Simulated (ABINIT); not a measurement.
# SiC (Moissanite): G0W0 in ABINIT against the k mesh

How does the gap of SiC (Moissanite) converge in the k mesh?

Calculated with ABINIT 10.8.3; PBE and many-body steps on it, plane waves.

## (1) Set-up

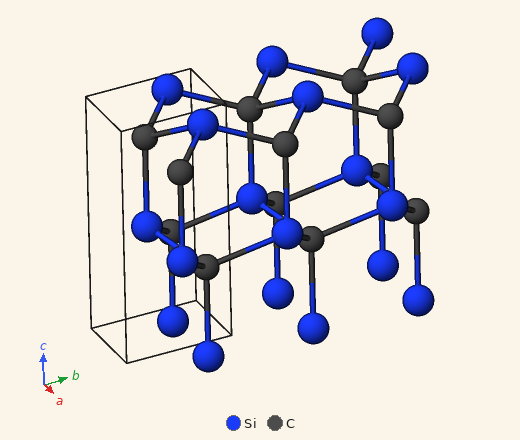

The starting structure, seen slightly off an axis (silicon blue, carbon dark grey). 2×3×1 cells are drawn. Some periodic images of atoms are drawn too.

Coordinates:

```cif
data_structure
_symmetry_space_group_name_H-M 'P6_3mc'
_symmetry_Int_Tables_number 186
_cell_length_a 3.0760
_cell_length_b 3.0760
_cell_length_c 5.0480
_cell_angle_alpha 90.000
_cell_angle_beta 90.000
_cell_angle_gamma 120.000
_cell_volume 41.36
loop_
_atom_site_label
_atom_site_type_symbol
_atom_site_symmetry_multiplicity
_atom_site_Wyckoff_symbol
_atom_site_fract_x
_atom_site_fract_y
_atom_site_fract_z
_atom_site_occupancy
Si1 Si 2 b 0.33333 0.66667 0.00000 1
C1 C 2 b 0.33333 0.66667 0.38500 1
```

The cell and positions come from the Crystallography Open Database and are kept as given unless a step says otherwise.

## (2) Empty states on the mesh, 6×6×4 mesh, 281 bands

This step: ABINIT 10.8.3; DFT, PBE, plane waves, norm-conserving pseudopotentials.

The sums over transitions need many empty states on a uniform mesh; this step solves for them.

Input file run.abi:

```
acell 3*1.0 Angstrom
rprim 
  3.075999999976 0.000000000005 0.000000000000
  -1.537999999993 2.663894142018 0.000000000000
  0.000000000000 0.000000000000 5.048000000000
ntypat 2
znucl 14 6
natom 4
typat 1 1 2 2
xred 
  0.333333333333 0.666666666667 0.000000000000
  0.666666666667 0.333333333333 0.500000000000
  0.333333333333 0.666666666667 0.385000000000
  0.666666666667 0.333333333333 0.885000000000
pp_dirpath "pseudos"
pseudos "Si.upf, C.upf"
ecut 37
ngkpt 6 6 4
nshiftk 1
shiftk 0 0 0
kptopt 1
chksymbreak 0
irdden 1
istwfk *1
nband 281
prtvol 0
optdriver 6
gwr_task "HDIAGO"
paral_kgb 0
occopt 1
indata_prefix "in"
outdata_prefix "out"
tmpdata_prefix "tmp"
```

Command:

```console
OMP_NUM_THREADS=1 mpirun -n 4 abinit run.abi > log
```

Numbers of over 12 decimals in the logs are rounded to 6 here.

What it wrote:

```text
.Version 10.8.3 of ABINIT. v10.8.2 released Aug 2026.

 Symmetries : space group P6_3 m c (#186); Bravais hP (primitive hexag.)
[... echo of the input left out ...]
== DATASET  1 ==================================================================
-   mpi_nproc: 4, omp_nthreads: 1 (-1 if OMP is not activated)

--- !DatasetInfo
iteration_state: {dtset: 1, }
dimensions: {natom: 4, nkpt: 21, mband: 281, nsppol: 1, nspinor: 1, nspden: 1, mpw: 3018, }
cutoff_energies: {ecut:  37.0, pawecutdg:  -1.0, }
[...]
Indirect band gap semiconductor
 Fundamental gap:     2.329 (eV)
   VBM:     7.139 (eV) at k: [ 0.0000E+00,  0.0000E+00,  0.0000E+00]
   CBM:     9.468 (eV) at k: [ 3.3333E-01,  3.3333E-01,  0.0000E+00]
 Direct gap:         4.083 (eV) at k: [ 5.0000E-01,  0.0000E+00,  0.0000E+00]

== END DATASET(S) ==============================================================
================================================================================

 -outvars: echo values of variables after computation  --------
           etotal      0.0000000000E+00
            nband         281
             nkpt          21
          spgroup         186
 [... the other variables as echoed above ...]

 Calculation completed.
```

It took 2 min on 4 MPI ranks of Arm Neoverse V1, shared host; peak memory 2.2 GiB; 8 min of CPU time.

This step gave:

```yaml
gap: 2.329 eV
k_of_the_valence_top: 0, 0, 0
k_of_the_conduction_bottom: 0.3333, 0.3333, 0
least_direct_gap: 4.083 eV
k_points_computed: 21
lowest_point_of_the_top_converged_band_above_the_valence_top: 180.3663 eV
```

On this mesh the gap is 2.329 eV.

The density comes from a self-consistent run that is not shown.

## (3) Empty states on the mesh, 3×3×2 mesh, 81 bands

run.abi: that of step 2 with these lines changed.

```diff
@@ -17,3 +17,3 @@
 ecut 37
-ngkpt 6 6 4
+ngkpt 3 3 2
 nshiftk 1
@@ -22,10 +22,10 @@
 chksymbreak 0
+iscf -2
 irdden 1
 istwfk *1
-nband 281
+nband 81
+nbdbuf 6
+tolwfr 1e-09
+nstep 60
 prtvol 0
-optdriver 6
-gwr_task "HDIAGO"
-paral_kgb 0
-occopt 1
 indata_prefix "in"
```

What it wrote:

```text
.Version 10.8.3 of ABINIT. v10.8.2 released Aug 2026.

 Symmetries : space group P6_3 m c (#186); Bravais hP (primitive hexag.)
[... echo of the input left out ...]
== DATASET  1 ==================================================================
-   mpi_nproc: 4, omp_nthreads: 1 (-1 if OMP is not activated)

--- !DatasetInfo
iteration_state: {dtset: 1, }
dimensions: {natom: 4, nkpt: 6, mband: 81, nsppol: 1, nspinor: 1, nspden: 1, mpw: 3018, }
cutoff_energies: {ecut:  37.0, pawecutdg:  -1.0, }
[...]
2.47508    2.49814    2.50122    2.50122    2.57580    2.57580    2.58428    2.62559
   2.66685    2.66685    2.71004    2.71004    2.77954    2.80982    2.80982    2.85896
   2.88480
 prteigrs : prtvol=0 or 1, do not print more k-points.

== END DATASET(S) ==============================================================
================================================================================

 -outvars: echo values of variables after computation  --------
            nband          81
             nkpt           6
          spgroup         186
 [... the other variables as echoed above ...]

 Calculation completed.
```

The job ended after 11 s (4 MPI ranks; peak memory 0.27 GiB).

Numbers from this step:

| Property | Result |
| --- | --- |
| gap | 2.329 eV |
| k of the valence top | 0, 0, 0 |
| k of the conduction bottom | 0.3333, 0.3333, 0 |
| least direct gap | 4.403 eV |
| k points computed | 6 |
| lowest point of the top converged band, above the valence top | 66.6053 eV |

On this mesh the gap is 2.329 eV.

## (4) Empty states on the mesh, 9×9×6 mesh, 81 bands

run.abi: that of step 3 with these lines changed.

```diff
@@ -17,3 +17,3 @@
 ecut 37
-ngkpt 3 3 2
+ngkpt 9 9 6
 nshiftk 1
```

What it wrote:

```text
.Version 10.8.3 of ABINIT. v10.8.2 released Aug 2026.

 Symmetries : space group P6_3 m c (#186); Bravais hP (primitive hexag.)
[... echo of the input left out ...]
== DATASET  1 ==================================================================
-   mpi_nproc: 4, omp_nthreads: 1 (-1 if OMP is not activated)

--- !DatasetInfo
iteration_state: {dtset: 1, }
dimensions: {natom: 4, nkpt: 48, mband: 81, nsppol: 1, nspinor: 1, nspden: 1, mpw: 3027, }
cutoff_energies: {ecut:  37.0, pawecutdg:  -1.0, }
[...]
2.47508    2.49814    2.50122    2.50122    2.57580    2.57580    2.58428    2.62559
   2.66685    2.66685    2.71004    2.71004    2.77954    2.80982    2.80982    2.85896
   2.88480
 prteigrs : prtvol=0 or 1, do not print more k-points.

== END DATASET(S) ==============================================================
================================================================================

 -outvars: echo values of variables after computation  --------
            nband          81
             nkpt          48
          spgroup         186
 [... the other variables as echoed above ...]

 Calculation completed.
```

The job ended after 59 s (4 MPI ranks; peak memory 0.43 GiB).

Numbers from this step:

```
gap                                                           : 2.329 eV
k of the valence top                                          : 0, 0, 0
k of the conduction bottom                                    : 0.3333, 0.3333, 0
least direct gap                                              : 4.119 eV
k points computed                                             : 48
lowest point of the top converged band, above the valence top : 65.2164 eV
```

On this mesh the gap is 2.329 eV.

## (5) Screening, 3×3×2 mesh, 75 bands, screening to 163.3 eV

The RPA dielectric matrix is built and inverted for each q.

This step: RPA screening on PBE, plane waves, norm-conserving pseudopotentials.

run.abi: that of step 4 with these lines changed.

```diff
@@ -17,3 +17,3 @@
 ecut 37
-ngkpt 9 9 6
+ngkpt 3 3 2
 nshiftk 1
@@ -22,10 +22,11 @@
 chksymbreak 0
-iscf -2
-irdden 1
 istwfk *1
-nband 81
-nbdbuf 6
-tolwfr 1e-09
-nstep 60
-prtvol 0
+occopt 1
+irdwfk 1
+optdriver 3
+nband 75
+ecuteps 6
+inclvkb 2
+awtr 1
+symchi 1
 indata_prefix "in"
```

What it wrote:

```text
.Version 10.8.3 of ABINIT. v10.8.2 released Aug 2026.

 Symmetries : space group P6_3 m c (#186); Bravais hP (primitive hexag.)
[... echo of the input left out ...]
== DATASET  1 ==================================================================
-   mpi_nproc: 4, omp_nthreads: 1 (-1 if OMP is not activated)

--- !DatasetInfo
iteration_state: {dtset: 1, }
dimensions: {natom: 4, nkpt: 6, mband: 75, nsppol: 1, nspinor: 1, nspden: 1, mpw: 3018, }
cutoff_energies: {ecut:  37.0, pawecutdg:  -1.0, }
electrons: {nelect:   1.60000000E+01, charge:   0.00000000E+00, occopt:   1.00000000E+00, tsmear:   1.00000000E-02, }

 SCREENING: Calculation of the susceptibility and dielectric matrices

 Based on a program developped by R.W. Godby, V. Olevano, G. Onida, and L. Reining.
 Incorporated in ABINIT by V. Olevano, G.-M. Rignanese, and M. Torrent.
.Using double precision arithmetic ; gwpc =  8

[... cell and pseudopotentials left out ...]
--------------------------------------------------------------------------------

 ==== K-mesh for the wavefunctions ====
 Number of points in the irreducible wedge :     6
[... list of points left out ...]
 Together with 12 symmetry operations and time-reversal symmetry
 yields    18 points in the full Brillouin Zone.

 ==== Q-mesh for the screening function ====
 Number of points in the irreducible wedge :     6
[... list of points left out ...]
 Together with 12 symmetry operations and time-reversal symmetry
 yields    18 points in the full Brillouin Zone.

 setmesh: FFT mesh size selected  =    20x   20x   40
          total number of points  =        16000

 vcoul_init : cutoff-mode = AUXILIARY_FUNCTION
 q-points for optical limit:   1
     1)      0.000010    0.000020    0.000030

- screening: taking advantage of time-reversal symmetry
- Maximum band index for partially occupied states nbvw = 8
- Remaining bands to be divided among processors   nbcw = 67
- Number of bands treated by each node ~16

 Number of electrons calculated from density =   16.0000; Expected =   16.0000
 average of density, n =  0.057319
 r_s =    1.6089
 omega_plasma =   23.0944 [eV]

 calculating chi0 at frequencies [eV] :
  1    0.000000E+00    0.000000E+00
  2    0.000000E+00    2.309436E+01

--------------------------------------------------------------------------------
  q-point number  1        q = ( 0.000000, 0.000000, 0.000000) [r.l.u.]
--------------------------------------------------------------------------------
[... chi0 elements left out ...]
 For q-point:  0.000010 0.000020 0.000030
  dielectric constant =   8.6229
  dielectric constant without local fields =   9.4577

  Average fulfillment of the sum rule on Im[epsilon] for q-point    1 :     77.03  [%]
[... wings left out ...]
  q-point number  2        q = ( 0.333333, 0.000000, 0.000000) [r.l.u.]
--------------------------------------------------------------------------------
[... chi0 elements left out ...]
  Average fulfillment of the sum rule on Im[epsilon] for q-point    2 :     82.10  [%]

 [... 4 further q-points ...]
```

Elapsed: 5.7 s, on 4 MPI ranks; peak memory 0.42 GiB.

This step gave:

| Quantity | Value |
| --- | --- |
| ε∞ with local fields, on this mesh, along the program's q direction | 8.623 |
| the same without local fields | 9.458 |
| plasma frequency | 23.09 eV |
| plane waves in the screening matrix | 197 |

Local fields lower ε∞ by 9 %. On a Γ-centred mesh this coarse the value itself is usually too large, while a short band sum pulls it down.

## (6) 3×3×2

This step: G0W0 on PBE, plane waves, norm-conserving pseudopotentials.

run.abi: that of step 5 with these lines changed.

```diff
@@ -25,8 +25,19 @@
 irdwfk 1
-optdriver 3
+optdriver 4
 nband 75
+gwcalctyp 0
+ecutsigx 37
+symsigma 1
+nkptgw 3
+kptgw 
+  0.0000000000 0.0000000000 0.0000000000
+  0.3333333333 0.3333333333 0.0000000000
+  0.3333333333 0.0000000000 0.0000000000
+bdgw 
+  6 10
+  7 10
+  7 10
 ecuteps 6
-inclvkb 2
-awtr 1
-symchi 1
+irdscr 1
+ppmodel 1
 indata_prefix "in"
```

What it wrote:

```text
.Version 10.8.3 of ABINIT. v10.8.2 released Aug 2026.

 Symmetries : space group P6_3 m c (#186); Bravais hP (primitive hexag.)
[... echo of the input left out ...]
== DATASET  1 ==================================================================
-   mpi_nproc: 4, omp_nthreads: 1 (-1 if OMP is not activated)

--- !DatasetInfo
iteration_state: {dtset: 1, }
dimensions: {natom: 4, nkpt: 6, mband: 75, nsppol: 1, nspinor: 1, nspden: 1, mpw: 3018, }
cutoff_energies: {ecut:  37.0, pawecutdg:  -1.0, }
electrons: {nelect:   1.60000000E+01, charge:   0.00000000E+00, occopt:   1.00000000E+00, tsmear:   1.00000000E-02, }

 SIGMA: Calculation of the GW corrections

 Based on a program developped by R.W. Godby, V. Olevano, G. Onida, and L. Reining.
 Incorporated in ABINIT by V. Olevano, G.-M. Rignanese, and M. Torrent.
.Using double precision arithmetic ; gwpc =  8

[... cell and pseudopotentials left out ...]
--------------------------------------------------------------------------------

 ==== K-mesh for the wavefunctions ====
 Number of points in the irreducible wedge :     6
[... list of points left out ...]
 Together with 12 symmetry operations and time-reversal symmetry
 yields    18 points in the full Brillouin Zone.

 ==== Q-mesh for screening function ====
 Number of points in the irreducible wedge :     6
[... list of points left out ...]
 Together with 12 symmetry operations and time-reversal symmetry
 yields    18 points in the full Brillouin Zone.

 vcoul_init : cutoff-mode = AUXILIARY_FUNCTION
 q-points for optical limit:   1
     1)      0.000010    0.000020    0.000030
 setmesh: FFT mesh size selected  =    27x   27x   54
          total number of points  =        39366

 Number of electrons calculated from density =   16.0000; Expected =   16.0000
 average of density, n =  0.057319
 r_s =    1.6089
 omega_plasma =   23.0944 [eV]

 === KS Band Gaps ===
  >>>> For spin  1
   Minimum direct gap =   4.4029 [eV], located at k-point      :   0.3333  0.0000  0.0000
   Fundamental gap    =   2.3294 [eV], Top of valence bands at :   0.0000  0.0000  0.0000
                                       Bottom of conduction at :   0.3333  0.3333  0.0000
 SIGMA fundamental parameters:
 PLASMON POLE MODEL  1
 number of plane-waves for SigmaX                 2997
 number of plane-waves for SigmaC and W            197
 number of plane-waves for wavefunctions          2997
 number of bands                                    75
 number of independent spin polarizations            1
 number of spinorial components                      1
 number of k-points in IBZ                           6
 number of q-points in IBZ                           6
 number of symmetry operations                      12
 number of k-points in BZ                           18
 number of q-points in BZ                           18
 number of frequencies for dSigma/dE                 9
 frequency step for dSigma/dE [eV]                0.25
 number of omega for Sigma on real axis              0
 max omega for Sigma on real axis  [eV]           0.00
 zcut for avoiding poles [eV]                     0.10

 EPSILON^-1 parameters (SCR file):
 dimension of the eps^-1 matrix on file            197
 dimension of the eps^-1 matrix used               197
 number of plane-waves for wavefunctions          2997
 number of bands                                    75
 number of q-points in IBZ                           6
 number of frequencies                               2
 number of real frequencies                          1
 number of imag frequencies                          1

 matrix elements of self-energy operator (all in [eV])

 Perturbative Calculation

--- !SelfEnergy_ee
iteration_state: {dtset: 1, }
kpoint     : [   0.000,    0.000,    0.000, ]
spin       : 1
KS_gap     :    4.620
QP_gap     :    5.326
Delta_QP_KS:    0.707
data: !SigmaeeData |
     Band     E0 <VxcDFT>   SigX SigC(E0)      Z dSigC/dE  Sig(E)    E-E0       E
        6   6.864 -15.103 -17.801   2.606   0.796  -0.255 -15.176  -0.073   6.791
        7   6.864 -15.103 -17.801   2.606   0.796  -0.255 -15.176  -0.073   6.791
        8   7.139 -14.885 -16.992   2.135   0.799  -0.251 -14.863   0.022   7.161
        9  11.758 -12.138  -6.577  -4.658   0.808  -0.237 -11.408   0.729  12.487
       10  13.157 -12.746  -7.042  -4.856   0.800  -0.249 -12.067   0.679  13.836

--- !SelfEnergy_ee
iteration_state: {dtset: 1, }
kpoint     : [   0.333,    0.333,    0.000, ]
spin       : 1
KS_gap     :    6.371
QP_gap     :    7.233
Delta_QP_KS:    0.862
data: !SigmaeeData |
     Band     E0 <VxcDFT>   SigX SigC(E0)      Z dSigC/dE  Sig(E)    E-E0       E
        7   3.097 -12.975 -16.530   2.997   0.789  -0.267 -13.415  -0.440   2.657
[...]
--- !SelfEnergy_ee
iteration_state: {dtset: 1, }
kpoint     : [   0.333,    0.000,    0.000, ]
spin       : 1
KS_gap     :    4.403
QP_gap     :    5.178
Delta_QP_KS:    0.776
data: !SigmaeeData |
     Band     E0 <VxcDFT>   SigX SigC(E0)      Z dSigC/dE  Sig(E)    E-E0       E
[...]
8   5.937 -14.680 -17.719   2.769   0.794  -0.259 -14.895  -0.214   5.722
        9  10.339 -10.655  -5.649  -4.323   0.821  -0.217 -10.094   0.561  10.901
       10  11.974 -11.347  -6.112  -4.384   0.814  -0.229 -10.654   0.693  12.667

== END DATASET(S) ==============================================================
================================================================================

 -outvars: echo values of variables after computation  --------
           etotal      0.0000000000E+00
            nband          75
             nkpt           6
          spgroup         186
 [... the other variables as echoed above ...]

 Calculation completed.
```

Elapsed: 6.5 s, on 4 MPI ranks; peak memory 0.46 GiB.

Numbers from this step:

- G0W0 gap on the points computed: 2.729 eV
- starting gap on the mesh: 2.329 eV
- k of the valence top: 0, 0, 0
- k of the conduction bottom: 0.3333, 0.3333, 0
- Z at the valence top: 0.799
- Z at the conduction bottom: 0.828
- least direct G0W0 gap on the computed points: 5.179 eV

(Continued in part 2 of 2.)

[Paths, hosts, dates, memory and timing lines, banners, echoed tables and standing remarks are left out of the program output.]

[Logs are printed without paths, hosts, clocks, repeated set-up lines and the standing remarks that a program may print on its own settings, such as how far it seeks lower states.]

[Runs of the session that timed out or met a known fault of the program may be left out.]

[Hosts, paths, dates, database ids (printed as entryN), source tags and the programs' standing remarks are cut or masked in the printed files.]

[G0W0 gaps are taken among the corrected bands and points alone; a level outside them can change the order at an edge.]

[Where Ansatz stands beside ABINIT at settings called matched, ABINIT's density can come from a denser mesh and the files from another edition; pairs whose starting gaps differed by over 0.03 eV were left out, so agreement reads better than it is.]
